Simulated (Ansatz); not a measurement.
# Gold, dhcp under LDA: ground state and equation of state, part 1 of 2

The plan for gold in the dhcp structure: relax it, solve it on a dense k-mesh, then scale the cell to 7 volumes from 88 to 112 % of the relaxed one and try a fit of the equation of state. Spin polarisation is left out. The k-meshes are 13×13×4 for the relaxation; 17×17×5 for the dense run; 14×14×4 for the volumes.

Program: Ansatz 0.2.0. Level of theory: DFT LDA (PW92), plane waves (420 eV) with PAW, scalar-relativistic; PBE-made PAW files. These are calculated values, not measurements.

## 1. Starting point

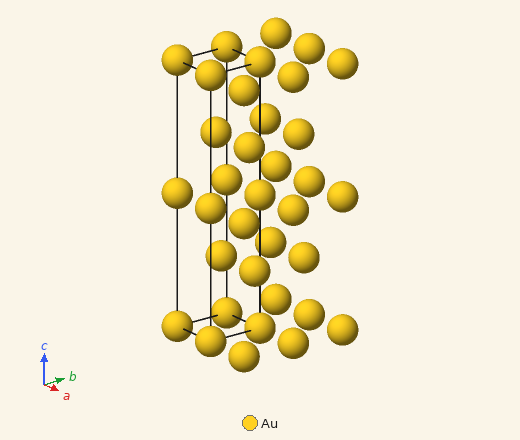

Start, viewed slightly off an axis; gold amber. 2×2×1 cells are drawn. Any atoms on the faces are drawn again on the opposite ones.

Coordinates:

```cif
data_structure
_symmetry_space_group_name_H-M 'P 1'
_symmetry_Int_Tables_number 1
_cell_length_a 2.8837
_cell_length_b 2.8837
_cell_length_c 9.4183
_cell_angle_alpha 90.000
_cell_angle_beta 90.000
_cell_angle_gamma 120.000
_cell_volume 67.83
loop_
_atom_site_label
_atom_site_type_symbol
_atom_site_fract_x
_atom_site_fract_y
_atom_site_fract_z
_atom_site_occupancy
Au1 Au 0.00000 0.00000 0.00000 1
Au2 Au 0.00000 0.00000 0.50000 1
Au3 Au 0.33333 0.66667 0.25000 1
Au4 Au 0.66667 0.33333 0.75000 1
```

## 2. Relaxation of the cell

Input file input.yaml:

```yaml
crystal:
  lattice:
    - [2.8837471341, 0.0, 0.0]
    - [-1.441873567, 2.4973982762, 0.0]
    - [0.0, 0.0, 9.4183181399]
  atoms:
    - { symbol: Au, position: [0.0, 0.0, 0.0] }
    - { symbol: Au, position: [0.0, 0.0, 0.5] }
    - { symbol: Au, position: [0.3333333333, 0.6666666667, 0.25] }
    - { symbol: Au, position: [0.6666666667, 0.3333333333, 0.75] }
hamiltonian:
  xc: lda
  pseudopotentials:
    kind: paw
    azcp:
      Au: "pseudopotentials/Au.paw.azcp"
basis:
  ecutwfc: 420
  fft_grid_basis: typed
kpoints:
  mp_grid: { grid: [13, 13, 4], shift: [0, 0, 0] }
magnetization:
  spin_polarized: false
scf:
  occupations: { method: fermi_dirac, width: 0.1 }
relax:
  max_steps: 60
  f_tol: 0.01
  cell: {}
```

Launch:

```
> ansatz run input.yaml --threads 2 --pin off --max-ram 5120MiB --backend cpu --events-out ev --progress --plain --runs-dir out
```

Standard output (excerpt; [...] marks lines left out):

```text
Warning: <dir> the record states the generating functional pbe (its physics header spells it `PBE`), which answers neither for hamiltonian.xc's functional nor for the lda family's — results may be inconsistent (PPs are generated against a specific XC)
Warning: RAYON_NUM_THREADS=2 ignored (pool sized by the plan → 2); use --threads N
[...]
Pseudopotentials: kind: paw
Pseudopotential: Au, paw, valence charge 19, recommended cutoff 420 eV (normal), <dir>
Functional definition: SPW92
[...]
Crystal: 4 atoms, lattice volume = 67.829 Å³
Basis set: ecut = 420 eV, 1315 PW (Γ)
Bands: 46, of which v1, the nominal top of the filled ones, is band 38 counted from 1 (37 counted from 0)
Symmetry: 24 space group operations
Space group: P63/mmc (ITA 194), of the structure as read, at distance tolerance 4.1e-5 Å
k-points: 63 of 676
[...]
SCF iter   1: F=—  HF=-51459.813059 eV  |F-HF|=—  |Δ(HF+E_count)|=         —  Δρ=8.49e-3  dr2=3.23e-2  ethr=1.77e-3  ⟨swp⟩=6.0  Hψ=9609  notcnv=0  defer=55
[...]
relax step   1: F+E_penalty+E_count = -51459.80489056 eV  Δ(F+E_penalty+E_count) = +0.000e0 eV  max|allowed force component| = 9.021e-17 eV/Å  Δτ_max = 0.0000 Å  P = -4.172 GPa  Ω = 67.829 Å³  (6 SCF iters, dr2 threshold 1.00e-7 eV, accepted)
[...]
relax step   5: F+E_penalty+E_count = -51459.83223622 eV  Δ(F+E_penalty+E_count) = -3.562e-4 eV  max|allowed force component| = 2.776e-17 eV/Å  Δτ_max = 0.0000 Å  P = +0.013 GPa  Ω = 66.303 Å³  energy of the carried Pulay correction = +3.987e-4 eV  (3 SCF iters, dr2 threshold 4.00e-7 eV, accepted)
[...]
relax step   6: F+E_penalty+E_count = -51459.83180829 eV  Δ(F+E_penalty+E_count) = +4.279e-4 eV  max|allowed force component| = 1.850e-17 eV/Å  Δτ_max = 0.0000 Å  P = +0.017 GPa  Ω = 66.303 Å³  stress off target by 2.17e-2 GPa  SCF on the basis re-selected at this cell (its energy is not [...]
SCF converged after 6 iterations
Free energy (F): -51459.831808 eV
[...]
E sigma→0 (E₀):  -51459.814018 eV
Entropy (-TS):   -0.035581 eV (-8.895 meV/atom)
Fermi energy:    21.017452 eV
[...]
--- Forces (eV/Å), atoms counted from 1 ---
  atom   1  Au     0.00000000     0.00000000    -0.00000000
  atom   2  Au    -0.00000000    -0.00000000     0.00000000
  atom   3  Au    -0.00000000    -0.00000000     0.00000000
  atom   4  Au    -0.00000000     0.00000000     0.00000000
[...]
--- Stress (GPa, compression-positive) ---
        0.014008      -0.000000       0.000000
       -0.000000       0.014008       0.000000
        0.000000       0.000000       0.021666
  P = ⅓ Tr σ = 0.0166 GPa (0.166 kbar)
--- Relaxed structure (5 steps of the walk, 4 accepted, 1 SCFs on fresh bases) ---
  F+E_penalty+E_count = -51459.83180829 eV   max|allowed force component| = 1.850e-17 eV/Å   (the final SCF, on the basis selected at the relaxed cell)
  cell:  # Å, volume = 66.3030 Å³
    - [2.8435945126228446, -2.8465649947611762e-11, 0.0]
    - [-1.4217972562867705, 2.4626250860076464, 0.0]
    - [0.0, 0.0, 9.46820083138863]
  atoms:
    - { symbol: Au, position: [2.6378679521083624e-34, -2.4741849535934782e-34, 0.0] }
    - { symbol: Au, position: [2.952578771834464e-34, -2.3456558650898936e-34, 0.5] }
    - { symbol: Au, position: [0.33333333333333337, 0.6666666666666667, 0.25] }
    - { symbol: Au, position: [0.6666666666666669, 0.3333333333333333, 0.75] }
```

It took 5.8 s on 2 threads of AMD EPYC 9R45 (Zen 5), shared host; peak memory 0.47 GiB.

Step by step:

| step | energy change (meV/atom) | largest force (eV/Å) | pressure (GPa) | volume (Å³/atom) | accepted |
| --- | --- | --- | --- | --- | --- |
| 1 | 0.00 | 0.0000 | -4.17 | 16.957 | yes |
| 2 | 26.18 | 0.0000 | 12.64 | 15.681 | no |
| 3 | -6.35 | 0.0000 | -0.48 | 16.613 | yes |
| 4 | -6.75 | 0.0000 | 0.27 | 16.551 | yes |
| 5 | -6.84 | 0.0000 | 0.01 | 16.576 | yes |
| 6 | -6.73 | 0.0000 | 0.02 | 16.576 | yes |

Steps that repeat a cell are solved on a basis chosen anew, so their changes of energy are no gain of the relaxation.

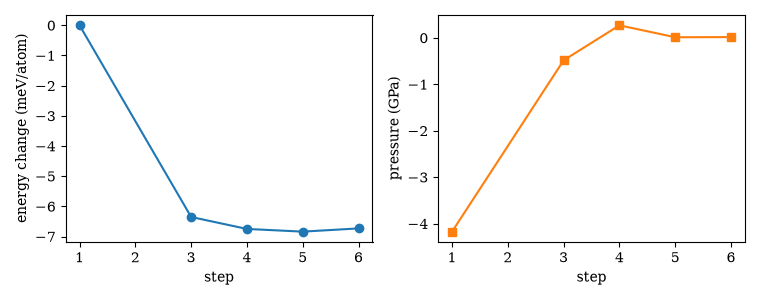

Energy and pressure over the accepted steps.

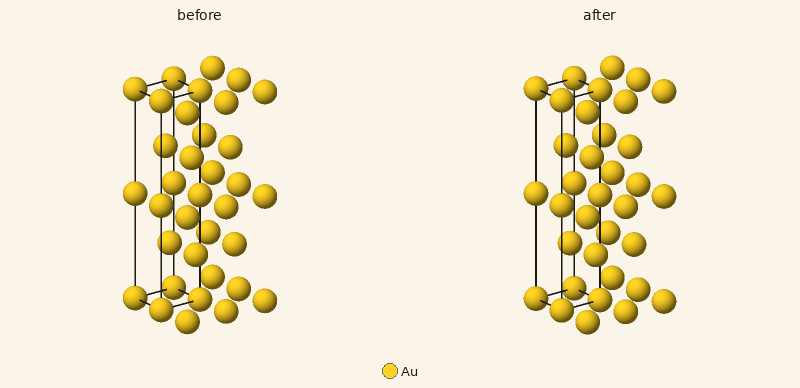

Start and end of the relaxation side by side. The cells drawn are those of the first picture.

The cell of the run, before and after:

|  | before | after | change |
| --- | --- | --- | --- |
| a (Å) | 2.884 | 2.844 | -1.4 % |
| b (Å) | 2.884 | 2.844 | -1.4 % |
| c (Å) | 9.418 | 9.468 | +0.5 % |
| volume (Å³/atom) | 16.957 | 16.576 | -2.3 % |
| shortest distance (Å) | 2.884 | 2.844 | -1.4 % |
| space group (spins left aside) | P6_3/mmc | P6_3/mmc | same |

## 3. Single point on a dense mesh

Input file input.yaml:

```yaml
crystal:
  lattice:
    - [2.8435945126, 0.0, 0.0]
    - [-1.4217972563, 2.462625086, 0.0]
    - [0.0, 0.0, 9.4682008314]
  atoms:
    - { symbol: Au, position: [0.0, 1.0, 0.0] }
    - { symbol: Au, position: [0.0, 1.0, 0.5] }
    - { symbol: Au, position: [0.3333333333, 0.6666666667, 0.25] }
    - { symbol: Au, position: [0.6666666667, 0.3333333333, 0.75] }
hamiltonian:
  xc: lda
  pseudopotentials:
    kind: paw
    azcp:
      Au: "pseudopotentials/Au.paw.azcp"
basis:
  ecutwfc: 420
  fft_grid_basis: typed
kpoints:
  mp_grid: { grid: [17, 17, 5], shift: [0, 0, 0] }
magnetization:
  spin_polarized: false
scf:
  occupations: { method: fermi_dirac, width: 0.1 }
```

Launch:

```
> ansatz run input.yaml --threads 2 --pin off --max-ram 5120MiB --backend cpu --events-out ev --progress --plain --runs-dir out
```

Standard output (excerpt; [...] marks lines left out):

```text
Warning: <dir> the record states the generating functional pbe (its physics header spells it `PBE`), which answers neither for hamiltonian.xc's functional nor for the lda family's — results may be inconsistent (PPs are generated against a specific XC)
Warning: RAYON_NUM_THREADS=2 ignored (pool sized by the plan → 2); use --threads N
[...]
[... 3 set-up lines as earlier in the session ...]
[...]
Crystal: 4 atoms, lattice volume = 66.303 Å³
Basis set: ecut = 420 eV, 1303 PW (Γ)
Bands: 43, of which v1, the nominal top of the filled ones, is band 38 counted from 1 (37 counted from 0)
[... 1 set-up line as earlier in the session ...]
Space group: P63/mmc (ITA 194), of the structure as read, at distance tolerance 4.0e-5 Å
k-points: 99 of 1445
[...]
SCF iter   1: F=—  HF=-51459.834932 eV  |F-HF|=—  |Δ(HF+E_count)|=         —  Δρ=8.37e-3  dr2=3.00e-2  ethr=1.77e-3  ⟨swp⟩=5.6  Hψ=13177  notcnv=0
[...]
SCF iter   6: F=-51459.827528 eV  HF=-51459.827528 eV  |F-HF|=5.29e-8  |Δ(HF+E_count)|=   2.89e-8  Δρ=6.40e-6  dr2=5.98e-8  ethr=1.32e-10  ⟨swp⟩=2.1  Hψ=8449  notcnv=0
[...]
SCF converged after 6 iterations
Free energy (F): -51459.827528 eV
[...]
E sigma→0 (E₀):  -51459.811106 eV
Entropy (-TS):   -0.032845 eV (-8.211 meV/atom)
Fermi energy:    21.044311 eV
[...]
```

It took 1.3 s on 2 threads of AMD EPYC 9R45 (Zen 5), shared host; peak memory 0.48 GiB.

## 4. The cell scaled to 88 % of its volume

input.yaml, as its differences from that of step 3:

```diff
@@ -2,5 +2,5 @@
   lattice:
-    - [2.8435945126, 0.0, 0.0]
-    - [-1.4217972563, 2.462625086, 0.0]
-    - [0.0, 0.0, 9.4682008314]
+    - [2.7249710426, 0.0, 0.0]
+    - [-1.3624855213, 2.3598941475, 0.0]
+    - [0.0, 0.0, 9.0732250948]
   atoms:
@@ -20,3 +20,3 @@
 kpoints:
-  mp_grid: { grid: [17, 17, 5], shift: [0, 0, 0] }
+  mp_grid: { grid: [14, 14, 4], shift: [0, 0, 0] }
 magnetization:
@@ -25 +25,4 @@
   occupations: { method: fermi_dirac, width: 0.1 }
+  lower_state_search: "off"
+output:
+  stress: true
```

Launch:

```
> ansatz run input.yaml --threads 2 --pin off --max-ram 5120MiB --backend cpu --events-out ev --progress --plain --runs-dir out
```

Standard output (excerpt; [...] marks lines left out):

```text
Warning: <dir> the record states the generating functional pbe (its physics header spells it `PBE`), which answers neither for hamiltonian.xc's functional nor for the lda family's — results may be inconsistent (PPs are generated against a specific XC)
Warning: RAYON_NUM_THREADS=2 ignored (pool sized by the plan → 2); use --threads N
[...]
[... 3 set-up lines as earlier in the session ...]
[...]
Crystal: 4 atoms, lattice volume = 58.347 Å³
Basis set: ecut = 420 eV, 1165 PW (Γ)
Bands: 43, of which v1, the nominal top of the filled ones, is band 38 counted from 1 (37 counted from 0)
[... 1 set-up line as earlier in the session ...]
Space group: P63/mmc (ITA 194), of the structure as read, at distance tolerance 3.9e-5 Å
k-points: 72 of 784
[...]
SCF iter   1: F=—  HF=-51459.048955 eV  |F-HF|=—  |Δ(HF+E_count)|=         —  Δρ=9.14e-3  dr2=3.18e-2  ethr=1.77e-3  ⟨swp⟩=5.8  Hψ=9780  notcnv=0
[...]
SCF iter   6: F=-51459.039847 eV  HF=-51459.039847 eV  |F-HF|=7.12e-8  |Δ(HF+E_count)|=   1.57e-7  Δρ=8.53e-6  dr2=9.05e-8  ethr=1.32e-10  ⟨swp⟩=3.1  Hψ=12000  notcnv=0
[...]
SCF converged after 6 iterations
Free energy (F): -51459.039847 eV
[...]
E sigma→0 (E₀):  -51459.019465 eV
Entropy (-TS):   -0.040764 eV (-10.191 meV/atom)
Fermi energy:    24.993312 eV
[...]
--- Stress (GPa, compression-positive) ---
       36.163632       0.000000       0.000000
        0.000000      36.163632       0.000000
        0.000000       0.000000      34.670849
  P = ⅓ Tr σ = 35.6660 GPa (356.660 kbar)
```

Run time: 1.1 s. Hardware: 2 threads of AMD EPYC 9R45 (Zen 5), shared host; peak memory 0.44 GiB.

## 5. The cell scaled to 92 % of its volume

input.yaml, as its differences from that of step 4:

```diff
@@ -2,5 +2,5 @@
   lattice:
-    - [2.7249710426, 0.0, 0.0]
-    - [-1.3624855213, 2.3598941475, 0.0]
-    - [0.0, 0.0, 9.0732250948]
+    - [2.7656482493, 0.0, 0.0]
+    - [-1.3828241246, 2.3951216418, 0.0]
+    - [0.0, 0.0, 9.208666333]
   atoms:
@@ -28 +28,5 @@
   stress: true
+  write_density: true
+  write_potential: true
+  elf: true
+  volumetric_format: npy
```

Launch:

```
> ansatz run input.yaml --threads 2 --pin off --max-ram 5120MiB --backend cpu --events-out ev --progress --plain --runs-dir out
```

Standard output (excerpt; [...] marks lines left out):

```text
Warning: <dir> the record states the generating functional pbe (its physics header spells it `PBE`), which answers neither for hamiltonian.xc's functional nor for the lda family's — results may be inconsistent (PPs are generated against a specific XC)
Warning: RAYON_NUM_THREADS=2 ignored (pool sized by the plan → 2); use --threads N
[...]
[... 3 set-up lines as earlier in the session ...]
[...]
Crystal: 4 atoms, lattice volume = 60.999 Å³
Basis set: ecut = 420 eV, 1183 PW (Γ)
Bands: 46, of which v1, the nominal top of the filled ones, is band 38 counted from 1 (37 counted from 0)
[... 2 set-up lines as earlier in the session ...]
k-points: 72 of 784
[...]
SCF iter   1: F=—  HF=-51459.508214 eV  |F-HF|=—  |Δ(HF+E_count)|=         —  Δρ=8.75e-3  dr2=2.99e-2  ethr=1.77e-3  ⟨swp⟩=6.0  Hψ=11070  notcnv=0  defer=67
[...]
SCF iter   7: F=-51459.499884 eV  HF=-51459.499884 eV  |F-HF|=2.60e-9  |Δ(HF+E_count)|=   3.58e-8  Δρ=2.29e-6  dr2=4.37e-9  ethr=1.32e-10  ⟨swp⟩=11.8  Hψ=20569  notcnv=0
[...]
SCF converged after 7 iterations
Free energy (F): -51459.499884 eV
[...]
E sigma→0 (E₀):  -51459.479078 eV
Entropy (-TS):   -0.041611 eV (-10.403 meV/atom)
Fermi energy:    23.540118 eV
[...]
--- Stress (GPa, compression-positive) ---
       20.938825      -0.000000      -0.000000
        0.000000      20.938825      -0.000000
        0.000000      -0.000000      19.853094
  P = ⅓ Tr σ = 20.5769 GPa (205.769 kbar)
--- Band table (eV; the first three rows and the last of 72) ---
[...]
```

Run time: 1.9 s. Hardware: 2 threads of AMD EPYC 9R45 (Zen 5), shared host; peak memory 0.46 GiB.

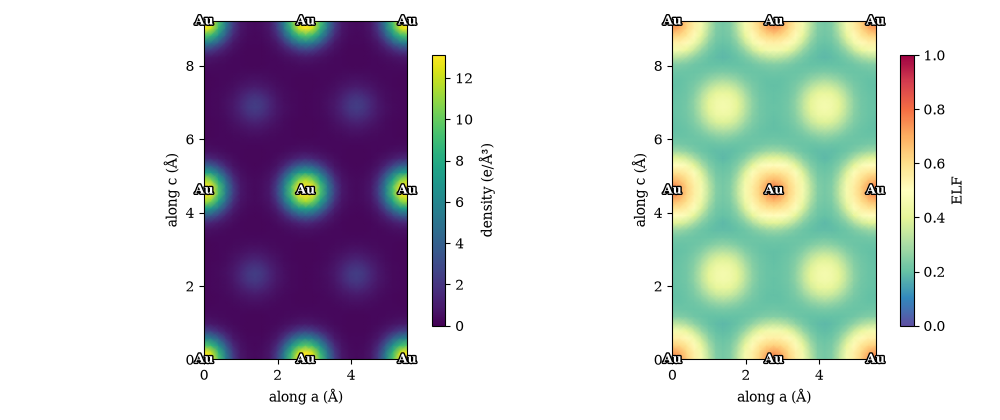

Density (left) and ELF (right) in a lattice plane of the grid's cell (edges 2.77 and 9.21 Å, at 1.000 of the third edge), which holds Au. Only atoms in the plane are labelled; the density scale stops at 13.11 e/Å³. Both are smooth fields of the valence electrons: close to the nuclei they are not physical.

(Continued in part 2 of 2.)
